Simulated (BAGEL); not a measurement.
# UHF/STO-3G (density fitting with qzvpp-jkfit) run of CSF3 (SMILES FC(F)(F)[S])

What is the vertical doublet–quartet gap of CSF3 at UHF/STO-3G (density fitting with qzvpp-jkfit)? 

The calculation is run with BAGEL 1.2.2.

5 further runs of the same task are left out: 3 that didn't finish, 2 set aside as unsound or not needed. Runs told in other sessions of the task aren't counted.

**1. The structure to begin with**

CSF3: 5 atoms, total charge 0, spin state doublet. SMILES: `FC(F)(F)[S]`. Geometry: relaxed at PBE0-D4/def2-TZVP.

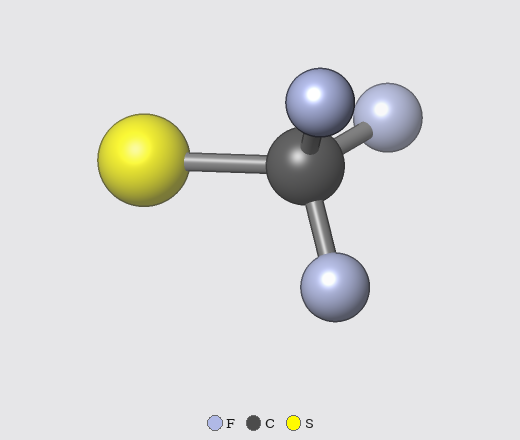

The structure, seen from a chosen angle (fluorine light blue, carbon dark grey, sulfur yellow).

**2. The energy at UHF/STO-3G (density fitting with qzvpp-jkfit)**

The input, calc.json:

```json
{ "bagel" : [

{
  "title" : "molecule",
  "basis" : "sto-3g",
  "df_basis" : "qzvpp-jkfit",
  "angstrom" : "true",
  "geometry" : [
    { "atom" : "F", "xyz" : [    0.248000,    0.105000,    1.332100 ] },
    { "atom" : "C", "xyz" : [    0.016900,   -0.077100,    0.034200 ] },
    { "atom" : "F", "xyz" : [   -1.219000,   -0.558300,   -0.109200 ] },
    { "atom" : "F", "xyz" : [    0.877600,   -0.998800,   -0.391000 ] },
    { "atom" : "S", "xyz" : [    0.126400,    1.455500,   -0.907500 ] }
  ]
},
{
  "title" : "uhf",
  "nopen" : 1
},
{
  "title" : "print",
  "file" : "orbitals.molden",
  "orbitals" : "true"
}

]}
```

Started as:

```sh
BAGEL_NUM_THREADS=1 BAGEL calc.json > calc.out
```

Standard output:

```text
* using 1 threads per process

  ===============================================================
  ===============================================================

  *** Geometry ***

  { "atom" : "F", "xyz" : [      0.468652,      0.198421,      2.517304 ] },
  { "atom" : "C", "xyz" : [      0.031936,     -0.145698,      0.064629 ] },
  { "atom" : "F", "xyz" : [     -2.303576,     -1.055034,     -0.206358 ] },
  { "atom" : "F", "xyz" : [      1.658424,     -1.887458,     -0.738883 ] },
  { "atom" : "S", "xyz" : [      0.238861,      2.750496,     -1.714926 ] },

  Number of auxiliary basis functions:      434

  Since a DF basis is specified, we compute 2- and 3-index integrals:
    o Being stored without compression. Storage requirement is 0.003 GB

  Number of basis functions:       29
  Number of electrons      :       49

    * METHOD: MOLECULE                             0.13

  *** Open-shell HF ***

  === Nuclear Repulsion ===
   240.3403565604

      * DIIS with orbital gradients will be used.

  === UHF iteration (sto-3g) ===
      0       -724.46831615          0.05860766           0.04
      1       -724.65889625          0.01832922           0.04
      2       -724.67614939          0.00548271           0.04
      3       -724.67794811          0.00094507           0.04
      4       -724.67814220          0.00007646           0.04
      5       -724.67815429          0.00001891           0.04
      6       -724.67815846          0.00000872           0.04
      7       -724.67816058          0.00000232           0.04
      8       -724.67816082          0.00000072           0.04
      9       -724.67816086          0.00000022           0.05
     10       -724.67816087          0.00000009           0.04
     11       -724.67816087          0.00000004           0.04
     12       -724.67816087          0.00000001           0.04
     13       -724.67816087          0.00000001           0.04
    * SCF iteration converged.

    * S^2 (UHF) is 0.7535

    * Permanent dipole moment:
           (   -0.033118,    -0.249187,     0.147484) a.u.

    * METHOD: UHF                                  0.64

    * METHOD: PRINT                                0.00

  ===============================================================
```

Run time: 0.91 s. Hardware: 1 thread of Arm Neoverse V1, shared host.

**3. The quartet, same level**

The input, job.json:

```json
{ "bagel": [

{
  "title": "molecule",
  "basis": "sto-3g",
  "df_basis": "qzvpp-jkfit",
  "angstrom": "true",
  "geometry": [
    { "atom": "F", "xyz": [    0.248000,    0.105000,    1.332100 ] },
    { "atom": "C", "xyz": [    0.016900,   -0.077100,    0.034200 ] },
    { "atom": "F", "xyz": [   -1.219000,   -0.558300,   -0.109200 ] },
    { "atom": "F", "xyz": [    0.877600,   -0.998800,   -0.391000 ] },
    { "atom": "S", "xyz": [    0.126400,    1.455500,   -0.907500 ] }
  ]
},
{
  "title": "uhf",
  "nopen": 3
},
{
  "title": "print",
  "file": "orbitals.molden",
  "orbitals": "true"
}

]}
```

Started as:

```sh
BAGEL_NUM_THREADS=1 BAGEL job.json > job.out
```

Standard output:

```text
* using 1 threads per process

  ===============================================================
  ===============================================================

  *** Geometry ***

  { "atom" : "F", "xyz" : [      0.468652,      0.198421,      2.517304 ] },
  { "atom" : "C", "xyz" : [      0.031936,     -0.145698,      0.064629 ] },
  { "atom" : "F", "xyz" : [     -2.303576,     -1.055034,     -0.206358 ] },
  { "atom" : "F", "xyz" : [      1.658424,     -1.887458,     -0.738883 ] },
  { "atom" : "S", "xyz" : [      0.238861,      2.750496,     -1.714926 ] },

  Number of auxiliary basis functions:      434

  Since a DF basis is specified, we compute 2- and 3-index integrals:
    o Being stored without compression. Storage requirement is 0.003 GB

  Number of basis functions:       29
  Number of electrons      :       49

    * METHOD: MOLECULE                             0.13

  *** Open-shell HF ***

  === Nuclear Repulsion ===
   240.3403565604

      * DIIS with orbital gradients will be used.

  === UHF iteration (sto-3g) ===
      0       -724.26281616          0.04248685           0.04
      1       -724.40641064          0.01036293           0.04
      2       -724.42134847          0.00300294           0.04
      3       -724.42428748          0.00133304           0.05
      4       -724.42563323          0.00017941           0.04
      5       -724.42574760          0.00007190           0.04
      6       -724.42576969          0.00003185           0.04
      7       -724.42577782          0.00001094           0.04
      8       -724.42577856          0.00000520           0.04
      9       -724.42577862          0.00000252           0.04
     10       -724.42577862          0.00000160           0.04
     11       -724.42577863          0.00000052           0.04
     12       -724.42577863          0.00000007           0.04
     13       -724.42577863          0.00000003           0.05
     14       -724.42577863          0.00000001           0.04
     15       -724.42577863          0.00000000           0.04
    * SCF iteration converged.

    * S^2 (UHF) is 3.7521

    * Permanent dipole moment:
           (   -0.082564,    -1.111711,     0.681899) a.u.

    * METHOD: UHF                                  0.75

    * METHOD: PRINT                                0.00

  ===============================================================
```

Run time: 1 s. Hardware: 1 thread of Arm Neoverse V1, shared host.

**4. Summary of results**

Level: UHF/STO-3G (density fitting with qzvpp-jkfit).

| quantity | value |
| --- | --- |
| doublet: total energy | -724.67816 Eh |
| doublet: dipole moment | 0.74 D |
| doublet: ⟨S²⟩ | 0.753 |
| quartet: total energy | -724.42578 Eh |
| quartet: dipole moment | 3.32 D |
| quartet: ⟨S²⟩ | 3.752 |
| vertical energy of the quartet above the doublet | 6.868 eV |

In words: At this shape the quartet lies 6.87 eV (158 kcal/mol) above the doublet. In a minimal basis such a difference can be off by several eV, whatever the method.
